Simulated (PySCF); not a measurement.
# DyF3(H2O): shape, vibrations and bonding

Task: relax DyF3(H2O), compute its harmonic modes and analyse its electrons. The structure is generated, not taken from experiment.

Method: B3LYP, Dy lcecp-1-SVP with ECP55, F def2-SVP, O def2-SVP, H def2-SVP; scalar-relativistic core potentials, no spin–orbit coupling; program: PySCF 2.14.0.

2 further runs of the same task are left out: 2 for a known fault of the program. Runs told in other sessions of the task aren't counted.

**1. The starting structure**

7 atoms, charge 0, spin multiplicity 1.

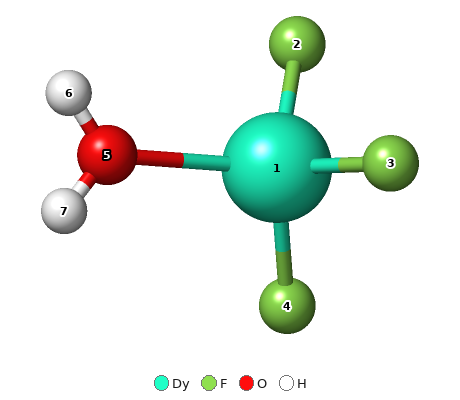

As it starts; dysprosium teal, fluorine green, oxygen red, hydrogen white; atoms are numbered from 1 in the order of the file.

Geometry (Å):

```mol
DyF3H2O
  3D, bonds by distance, orders not assigned

  7  6  0  0  0  0  0  0  0  0999 V2000
    0.0000    0.0000    0.0000 Dy  0  0
    1.2053    1.2053    1.2053 F   0  0
   -1.2053   -1.2053    1.2053 F   0  0
    1.2053   -1.2053   -1.2053 F   0  0
   -1.4131    1.4131   -1.4131 O   0  0
   -1.7537    2.2982   -1.2092 H   0  0
   -1.7537    1.2092   -2.2982 H   0  0
  1  2  8  0
  1  3  8  0
  1  4  8  0
  1  5  8  0
  5  6  8  0
  5  7  8  0
M  END
```

Formal oxidation states: Dy +3. Each metal's 9 4f electrons lie in its core potential, so multiplicities, spins and levels count the valence alone.

**2. SCF at the start, singlet**

run.py (the lines that set the calculation) reads:

```python
mol = gto.M(atom='''
Dy     0.00000     0.00000     0.00000
F      1.20530     1.20530     1.20530
F     -1.20530    -1.20530     1.20530
F      1.20530    -1.20530    -1.20530
O     -1.41310     1.41310    -1.41310
H     -1.75370     2.29820    -1.20920
H     -1.75370     1.20920    -2.29820''',
    basis={'Dy': 'lcecp-1-SVP', 'F': 'def2-SVP', 'O': 'def2-SVP', 'H': 'def2-SVP'},
    ecp={'Dy': 'lcecp-1-SVP'},
    charge=0, spin=0)
mf = dft.RKS(mol, xc='B3LYP')
mf.grids.atom_grid = (50, 194)  # f atoms: unpruned, at least (60, 302)
mf = mf.density_fit()  # fitting sets: Dy AutoAux, F def2-universal-JKFIT, O def2-universal-JKFIT, H def2-universal-JKFIT
mf.conv_tol = 1e-08; mf.max_cycle = 55
mf.kernel(dm0)  # dm0: free metal ions and neutral atoms
```

Launch:

```console
$ OMP_NUM_THREADS=2 python run.py
```

What it wrote:

```text
init E= -418.216488687482
  HOMO = -0.340836655514245  LUMO = -0.0633105716911508  gap/eV = 7.55187
cycle= 1 E= -413.014324169127  delta_E=  5.2  |g|= 0.29  |ddm|=  2.5
  HOMO = -0.290966548245183  LUMO = -0.0918545769906771  gap/eV = 5.41811
cycle= 2 E= -413.018847611685  delta_E= -0.00452  |g|= 0.355  |ddm|= 0.661
  HOMO = -0.333727969110037  LUMO = -0.0756891129455717  gap/eV = 7.02159
cycle= 3 E= -413.040223846829  delta_E= -0.0214  |g|= 0.122  |ddm|= 0.334
  HOMO = -0.328148256686142  LUMO = -0.0692075971502994  gap/eV = 7.04613
cycle= 4 E= -413.042637849158  delta_E= -0.00241  |g|= 0.015  |ddm|= 0.0808
  HOMO = -0.329959214300275  LUMO = -0.0693191591307354  gap/eV = 7.09238
cycle= 5 E= -413.04266975207  delta_E= -3.19e-05  |g|= 0.00598  |ddm|= 0.0112
  HOMO = -0.330046952498802  LUMO = -0.0690946596018556  gap/eV = 7.10087
cycle= 6 E= -413.042676140482  delta_E= -6.39e-06  |g|= 0.000856  |ddm|= 0.00402
  HOMO = -0.330076782152811  LUMO = -0.069104289354442  gap/eV = 7.10142
cycle= 7 E= -413.042676276954  delta_E= -1.36e-07  |g|= 0.000168  |ddm|= 0.000732
  HOMO = -0.330080918183296  LUMO = -0.0691131084668051  gap/eV = 7.10130
cycle= 8 E= -413.042676282551  delta_E= -5.6e-09  |g|= 7.53e-05  |ddm|= 0.000175
  HOMO = -0.330071030559021  LUMO = -0.0691130431078832  gap/eV = 7.10103
Extra cycle  E= -413.042676279819  delta_E= 2.73e-09  |g|= 0.000147  |ddm|= 0.00014
converged SCF energy = -413.042676279819
```

It took 4.3 s on 2 threads of Arm Neoverse V2, shared host; peak memory 0.54 GiB.

It gives: E = -413.042676 Eh, HOMO -8.98 eV, LUMO -1.88 eV, Mulliken charge on Dy1 +1.16 e. 

**3. Relaxation, singlet**

Steps are kept in the start's point group, Cs.

run.py (the lines that set the calculation) reads:

```python
mol = gto.M(atom='''
Dy     0.01355    -0.01355     0.01355
F      1.21885     1.19175     1.21885
F     -1.19175    -1.21885     1.21885
F      1.21885    -1.21885    -1.19175
O     -1.39955     1.39955    -1.39955
H     -1.74015     2.28465    -1.19565
H     -1.74015     1.19565    -2.28465''',
    basis={'Dy': 'lcecp-1-SVP', 'F': 'def2-SVP', 'O': 'def2-SVP', 'H': 'def2-SVP'},
    ecp={'Dy': 'lcecp-1-SVP'},
    charge=0, spin=0)
mf = dft.RKS(mol, xc='B3LYP')
mf.grids.atom_grid = (50, 194)  # f atoms: unpruned, at least (60, 302)
mf = mf.density_fit()  # fitting sets: Dy AutoAux, F def2-universal-JKFIT, O def2-universal-JKFIT, H def2-universal-JKFIT
mf.conv_tol = 1e-08; mf.max_cycle = 55
mf.kernel(dm0)  # dm0: an SCF of this state at this start
# quasi-Newton relaxation in Cartesian coordinates to a largest gradient under 0.00045 Eh/bohr, steps kept in the point group
```

Launch:

```console
$ OMP_NUM_THREADS=2 python run.py
```

The driver keeps no SCF log for this step, only its results.

Wall time 30 s (2 threads of Arm Neoverse V2, shared host).

Step by step:

```tsv
step	energy from step 1 (eV)	largest force component (eV/Å)
1	0.0000	1.0155
2	-0.1362	0.4436
3	-0.1737	0.2041
4	-0.1995	0.1950
5	-0.2147	0.0782
6	-0.2154	0.0606
7	-0.2165	0.0122
8	-0.2166	0.0083
```

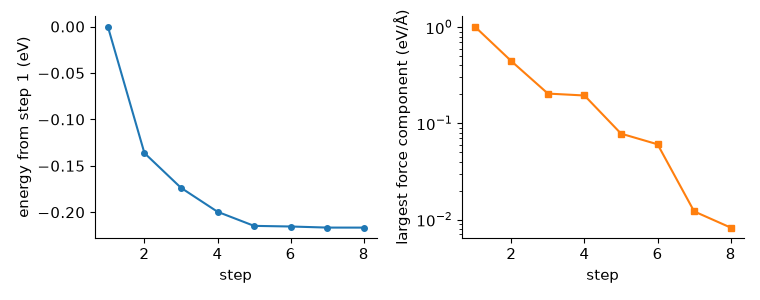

Energy and force, step by step.

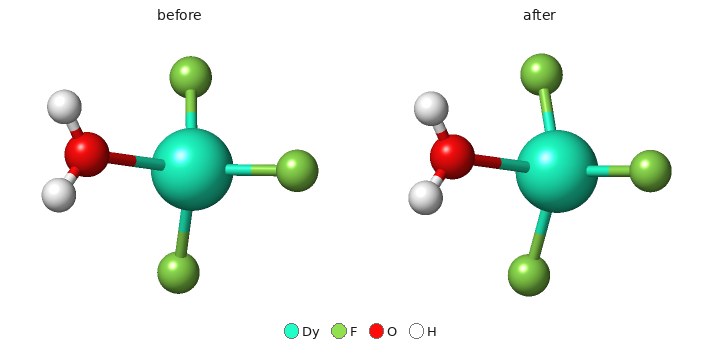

Before and after, at one scale.

Close pairs (by a distance rule), those that changed most:

```tsv
bond	before (Å)	after (Å)	change (Å)
Dy1–F3	2.088	2.033	-0.055
Dy1–F2	2.088	2.036	-0.051
Dy1–F4	2.088	2.036	-0.051
Dy1–O5	2.448	2.417	-0.030
O5–H6	0.970	0.969	-0.001
O5–H7	0.970	0.969	-0.001
```

It ends in Cs at E = -413.050636 Eh.

```xyz
7
DyF3H2O
Dy    0.0865   -0.0822    0.0822
F     1.0886    1.3480    1.1294
F    -1.3059   -1.1293    1.1293
F     1.0886   -1.1294   -1.3480
O    -1.2932    1.3213   -1.3213
H    -1.6425    2.1965   -1.0955
H    -1.6425    1.0955   -2.1965
```

**4. The relaxed geometry turned into its symmetry frame**

run.py (the lines that set the calculation) reads:

```python
mol = gto.M(atom='''
Dy     0.05831    -0.05574     0.05574
F      1.06039     1.37448     1.10291
F     -1.33412    -1.10283     1.10283
F      1.06039    -1.10291    -1.37448
O     -1.32140     1.34785    -1.34785
H     -1.67072     2.22299    -1.12201
H     -1.67072     1.12201    -2.22299''',
    basis={'Dy': 'lcecp-1-SVP', 'F': 'def2-SVP', 'O': 'def2-SVP', 'H': 'def2-SVP'},
    ecp={'Dy': 'lcecp-1-SVP'},
    charge=0, spin=0)
mf = dft.RKS(mol, xc='B3LYP')
mf.grids.atom_grid = (50, 194)  # f atoms: unpruned, at least (60, 302)
mf = mf.density_fit()  # fitting sets: Dy AutoAux, F def2-universal-JKFIT, O def2-universal-JKFIT, H def2-universal-JKFIT
mf.conv_tol = 1e-08; mf.max_cycle = 55
mf.kernel(dm0)  # dm0: free metal ions and neutral atoms
```

Launch:

```console
$ OMP_NUM_THREADS=2 python run.py
```

What it wrote:

```text
init E= -418.276835145958
  HOMO = -0.336277706444292  LUMO = -0.0704020447292635  gap/eV = 7.23485
cycle= 1 E= -413.025274325625  delta_E= 5.25  |g|= 0.283  |ddm|= 2.54
  HOMO = -0.300938498150354  LUMO = -0.0748728786916679  gap/eV = 6.15156
cycle= 2 E= -413.033660554621  delta_E= -0.00839  |g|= 0.308  |ddm|= 0.571
  HOMO = -0.339929037447913  LUMO = -0.0613511732052849  gap/eV = 7.58049
cycle= 3 E= -413.048259962601  delta_E= -0.0146  |g|= 0.119  |ddm|= 0.278
  HOMO = -0.334409051099462  LUMO = -0.0571041377742532  gap/eV = 7.54585
cycle= 4 E= -413.050598037731  delta_E= -0.00234  |g|= 0.0147  |ddm|= 0.0805
  HOMO = -0.336091313116041  LUMO = -0.0570608176686918  gap/eV = 7.59281
cycle= 5 E= -413.050630344351  delta_E= -3.23e-05  |g|= 0.00537  |ddm|= 0.011
  HOMO = -0.336109297113306  LUMO = -0.0569068214754971  gap/eV = 7.59749
cycle= 6 E= -413.050635468299  delta_E= -5.12e-06  |g|= 0.000538  |ddm|= 0.00351
  HOMO = -0.33614864244625  LUMO = -0.0569352153763916  gap/eV = 7.59778
cycle= 7 E= -413.050635517011  delta_E= -4.87e-08  |g|= 0.000143  |ddm|= 0.000388
  HOMO = -0.336144768097519  LUMO = -0.056935783526658  gap/eV = 7.59766
cycle= 8 E= -413.050635520083  delta_E= -3.07e-09  |g|= 6.28e-05  |ddm|= 0.000131
  HOMO = -0.336146181474337  LUMO = -0.0569346527135792  gap/eV = 7.59773
Extra cycle  E= -413.050635518437  delta_E= 1.65e-09  |g|= 0.000117  |ddm|= 0.000115
converged SCF energy = -413.050635518437
```

Run time: 1.6 s. Hardware: 2 threads of Arm Neoverse V2, shared host.

It gives: E = -413.050636 Eh, HOMO -9.15 eV, LUMO -1.55 eV, Mulliken charge on Dy1 +1.13 e. 

**5. Frequencies and infrared intensities**

Edit run.py (the lines that set the calculation) of step 4 so:

```diff
@@ -14,3 +14,4 @@
 mf = mf.density_fit()  # fitting sets: Dy AutoAux, F def2-universal-JKFIT, O def2-universal-JKFIT, H def2-universal-JKFIT
-mf.conv_tol = 1e-08; mf.max_cycle = 55
-mf.kernel(dm0)  # dm0: free metal ions and neutral atoms
+mf.conv_tol = 1e-10; mf.max_cycle = 55
+mf.kernel(dm0)  # dm0: the density of the relaxed state
+# Hessian and dipole derivatives by central differences of gradients, 0.02 bohr
```

Launch:

```console
$ OMP_NUM_THREADS=2 python run.py
```

The driver keeps no SCF log for this step, only its results.

It took 85 s on 2 threads of Arm Neoverse V2, shared host.

Point group Cs; negative numbers are unstable modes, and those under 60 cm⁻¹ are near the numerical noise:

```tsv
cm⁻¹	km/mol	symmetry
25	3.9	a''
55	17.2	a'
82	1.8	a''
94	56.5	a'
119	14.4	a'
136	10.4	a''
250	261.8	a'
303	12.1	a'
457	37.2	a''
558	152.5	a'
560	177.6	a''
567	20.7	a'
1613	87.6	a'
3791	117.0	a'
3879	183.0	a''
```

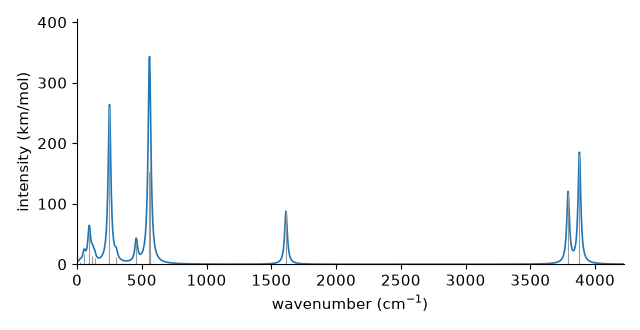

The infrared spectrum from the harmonic lines. Lines are broadened to a width of 25 cm⁻¹ (Lorentzian).

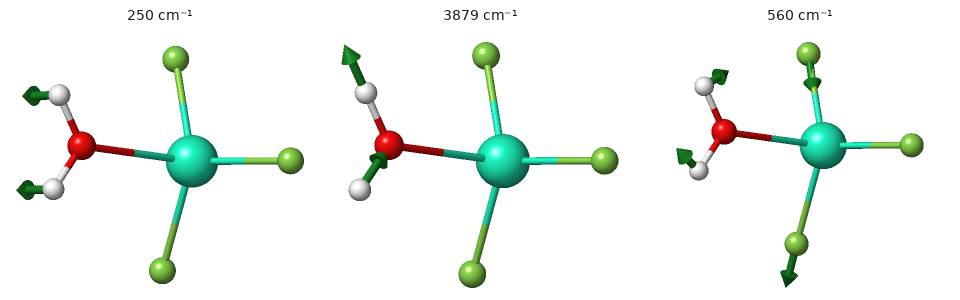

Displacements of 3 modes, as arrows.

**6. Properties on a finer grid**

run.py (the lines that set the calculation) reads:

```python
mol = gto.M(atom='''
Dy     0.08653    -0.08224     0.08224
F      1.08861     1.34797     1.12941
F     -1.30589    -1.12933     1.12933
F      1.08861    -1.12941    -1.34797
O     -1.29318     1.32134    -1.32134
H     -1.64250     2.19649    -1.09551
H     -1.64250     1.09551    -2.19649''',
    basis={'Dy': 'lcecp-1-SVP', 'F': 'def2-SVP', 'O': 'def2-SVP', 'H': 'def2-SVP'},
    ecp={'Dy': 'lcecp-1-SVP'},
    charge=0, spin=0)
mf = dft.RKS(mol, xc='B3LYP')
mf.grids.atom_grid = (75, 302)  # f atoms: unpruned, at least (60, 302)
mf = mf.density_fit()  # fitting sets: Dy AutoAux, F def2-universal-JKFIT, O def2-universal-JKFIT, H def2-universal-JKFIT
mf.conv_tol = 1e-09; mf.max_cycle = 55
mf.kernel(dm0)  # dm0: the density of the relaxed state
```

Launch:

```console
$ OMP_NUM_THREADS=2 python run.py
```

What it wrote:

```text
init E= -413.050634806905
  HOMO = -0.336145048684472  LUMO = -0.0569323721412864  gap/eV = 7.59776
cycle= 1 E= -413.050634806911  delta_E= -5.91e-12  |g|= 6.02e-05  |ddm|= 9.3e-05
  HOMO = -0.336143099655297  LUMO = -0.0569362810276068  gap/eV = 7.59760
cycle= 2 E= -413.050634805955  delta_E= 9.56e-10  |g|= 9.53e-05  |ddm|= 9.16e-05
  HOMO = -0.336144420011617  LUMO = -0.05693404441746  gap/eV = 7.59770
cycle= 3 E= -413.050634807544  delta_E= -1.59e-09  |g|= 6.78e-06  |ddm|= 5.76e-05
  HOMO = -0.336144238855047  LUMO = -0.0569339974295389  gap/eV = 7.59770
cycle= 4 E= -413.050634807552  delta_E= -8.07e-12  |g|= 4.22e-07  |ddm|= 4.49e-06
  HOMO = -0.336144278965226  LUMO = -0.0569340225846524  gap/eV = 7.59770
Extra cycle  E= -413.050634807553  delta_E= -9.09e-13  |g|= 6.06e-07  |ddm|= 6.57e-07
converged SCF energy = -413.050634807553
```

Run time: 12 s. Hardware: 2 threads of Arm Neoverse V2, shared host.

Read off: E = -413.050635 Eh, HOMO -9.15 eV, LUMO -1.55 eV, Mulliken charge on Dy1 +1.13 e, largest force component 0.009 eV/Å. 

Löwdin charges:

```tsv
atom	value (e)
Dy1	0.66
F2	-0.32
F3	-0.31
F4	-0.32
O5	0.01
H6	0.14
H7	0.14
```

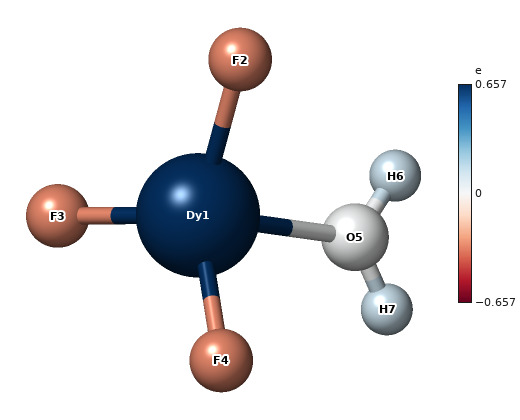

Löwdin charges, as colours on the atoms.

Mulliken charges: Dy1 +1.13, F2 -0.44, F3 -0.44, F4 -0.44, O5 -0.27, H6 +0.23, H7 +0.23 e.

Contacts (the nearest donor of each ligand) and Mayer bond orders:

```tsv
contact	distance (Å)	bond order
Dy1–F2 (F)	2.036	0.99
Dy1–F3 (F)	2.033	0.99
Dy1–F4 (F)	2.036	0.99
Dy1–O5 (H2O)	2.417	0.33
```

Mulliken populations of Dy1 outside the core potential: s 2.16, p 6.36, d 1.26, f 0.09.

The fields below are evaluated on a grid from the run's orbitals.

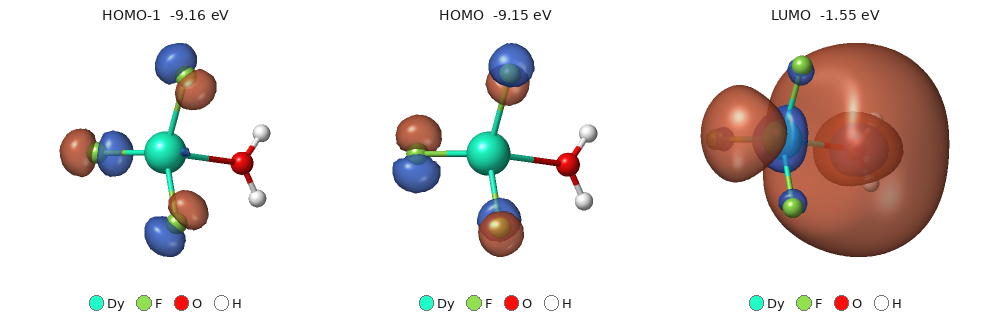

Frontier orbitals at B3LYP; each surface holds 70 % of the orbital's density, blue and red mark the sign.

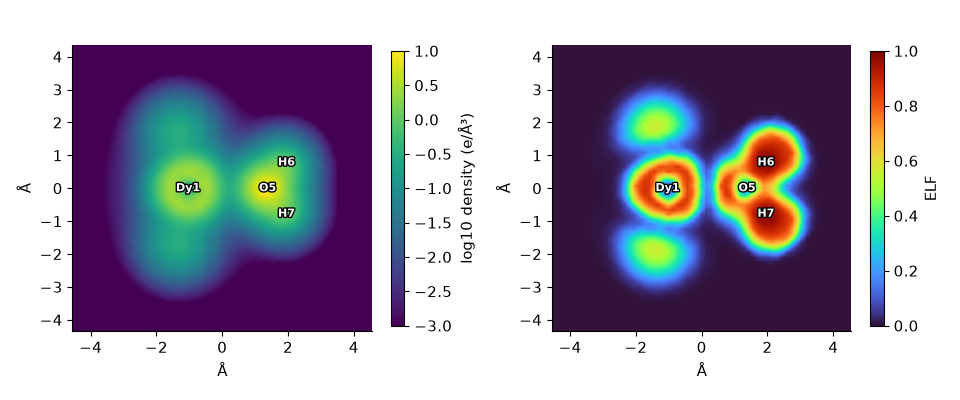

Density (left) and ELF (right) in a plane through or near 4 of the atoms.

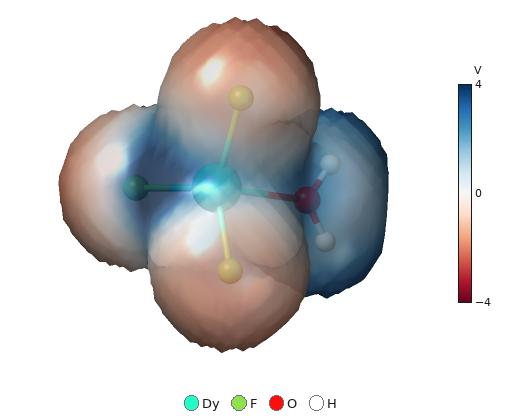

The potential that a unit positive charge feels on the 0.002 e/bohr³ surface, from -2.02 V near F3 to 4.00 V near Dy1.

**7. Summary of results**

```
                                              quantity                            value
                                 state and point group       singlet in the valence, Cs
                                                 modes   25 to 3879 cm⁻¹, none unstable
strongest infrared band (modes within 1.5 cm⁻¹ summed)            558 cm⁻¹ (330 km/mol)
                                     zero-point energy                         0.774 eV
                               ideal gas, 298 K, 1 bar  S = 432.8, Cp = 116.5 J/(mol K)
                                 metal–ligand contacts                   2.03 to 2.42 Å
                                       frontier levels     HOMO -9.15 eV, LUMO -1.55 eV
                                                dipole                           6.79 D
                                   mean polarisability                           4.7 Å³
```

What this shows: All modes are real within the noise of the softest ones, so the structure is a minimum. The metal carries +0.66 e by Löwdin's partition against a formal +3, and bond orders to the nearest donors reach 0.99. Both measures hang on the basis. One start shape was tried, so another isomer may lie lower. These are double-zeta-type bases without diffuse functions. Spin–orbit coupling is left out. The core potential fixes the 4f count, so no charge can pass from the ligands into that shell.
